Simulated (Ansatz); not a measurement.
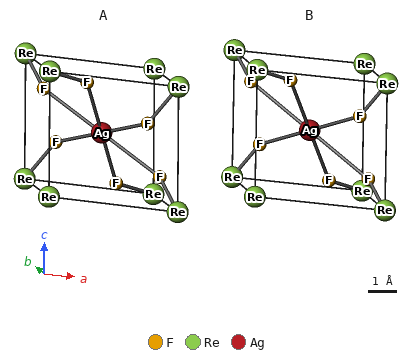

Two geometries of solid ReAgF₆ (a generated structure, set up in R-3), drawn at one scale. One is the start of a relaxation, the other its converged end. A ball-and-stick model of the cell of the calculation, seen slightly off an axis.

Theory: DFT, PAW plane waves, r2SCAN in Ansatz. (plane-wave cutoff 500 eV; k-point mesh 4 × 4 × 4; occupations fermi dirac; smearing width 0.1 eV; no spin polarisation; cell and atoms relaxed; at most 40 steps)

Which one is relaxed?

Structure A is the relaxed one. Over 7 accepted moves (9 points after the start) the energy falls by 668 meV per atom. Largest force component: 7.9 eV/Å at the start, 0.00078 eV/Å at the end. Pressure: 50.50 GPa at the start and 0.00 GPa at the end. At 2 points the geometry stayed and the basis and grid were re-selected for the new cell (energy shift of 0.5 meV per atom at most each time). The largest moves relative to the cell, 0.23 Å, are those of F atoms. Re and Ag stay in place. Cell: a = b = c 4.797 → 4.755 Å (−0.9 %), α 96.0° → 97.3°, β 96.0° → 97.3°, γ 96.0° → 97.3°. Volume −3.5 %. Some distances before and after: F–Re 1.691 → 1.891 Å, Ag–F 3.029 → 2.862 Å, Ag–F 2.825 → 2.683 Å. The space group stays R-3 (No. 148).
